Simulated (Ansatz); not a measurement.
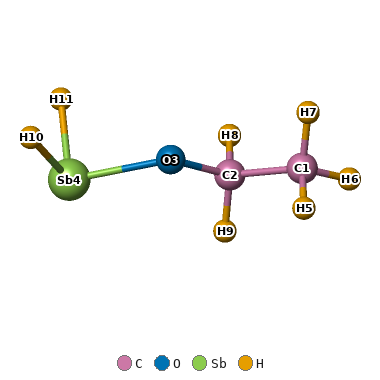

The system is C2H7OSb, SMILES CC[O][SbH2]; the picture shows the reference structure. The first coordinate is: dihedral C1–C2–O3–Sb4; the second: dihedral C2–O3–Sb4–H10. Nothing is relaxed (all other coordinates rigid). Grid: 8 × 8 points. Points are written as (first, second). Energies: kcal/mol, counted from the lowest grid point. Energies and slopes of some neighbouring points disagree (a jump in structure or state, or too coarse a mesh). Method: RKS PBE0-D4/def2-TZVP in Ansatz 0.2.0.

Its coordinates:

```xyz
11

C    -0.5822    1.3759    0.9005
C    -0.5157   -0.0159    0.3197
O     0.5265   -0.0605   -0.6299
Sb    0.6514   -1.6809   -1.7459
H    -0.7879    2.1072    0.1163
H    -1.3721    1.4400    1.6533
H     0.3681    1.6361    1.3709
H    -0.3361   -0.7465    1.1236
H    -1.4839   -0.2748   -0.1378
H     2.1559   -1.1837   -2.3872
H     1.4415   -2.6539   -0.5631
```

Range: dihedral C1–C2–O3–Sb4 from −180 to 135°; dihedral C2–O3–Sb4–H10 from −180 to 135°.

**Predict the map.**

The lowest grid point is at (−180°, −45°). Other grid points that lie below all their neighbours: (−180°, −180°) (2.0 kcal/mol higher). The highest grid point, (0°, 0°), lies 43.2 kcal/mol above the lowest. At the highest point the unbonded atoms C1···H10 come to 1.73 Å, against 4.33 Å at the lowest; the sum of their van der Waals radii is about 3.0 Å.

```
dihedral C2–O3–Sb4–H10 ↓, dihedral C1–C2–O3–Sb4 →  −180  −135  −90   −45     0    45   90  135
                                              135   2.4   2.8  3.0   6.7  11.9   6.8  3.2  3.0
                                               90   2.6   3.5  3.7   6.4  11.3   7.4  4.1  3.3
                                               45   2.6   3.7  4.3  17.7  21.1   6.2  4.3  3.8
                                                0   2.1   3.7  3.2  18.2  43.2  17.8  3.5  3.6
                                              −45   0.0   1.5  1.7  12.2  27.9  15.6  2.1  1.5
                                              −90   2.0   3.4  3.1  15.0  36.8  15.6  3.5  3.6
                                             −135   2.3   3.5  3.8   5.4  18.5  15.8  3.9  3.6
                                             −180   2.0   2.6  3.3   6.4  10.2   5.6  3.1  3.1
```

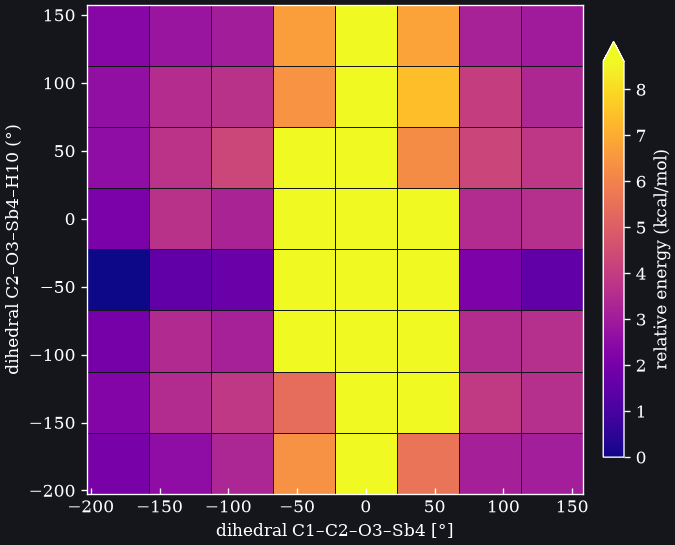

The picture shows one coloured cell a grid point, one colour for all values above the top of the scale.

Each point was launched as `ansatz run input.yaml --threads 1 --pin off --max-ram 2560MiB --backend cpu --events-out ev --progress --plain --runs-dir out`. Time for the 64 points that were run: 14 min on 1 thread of Arm Neoverse V1 (shared host).
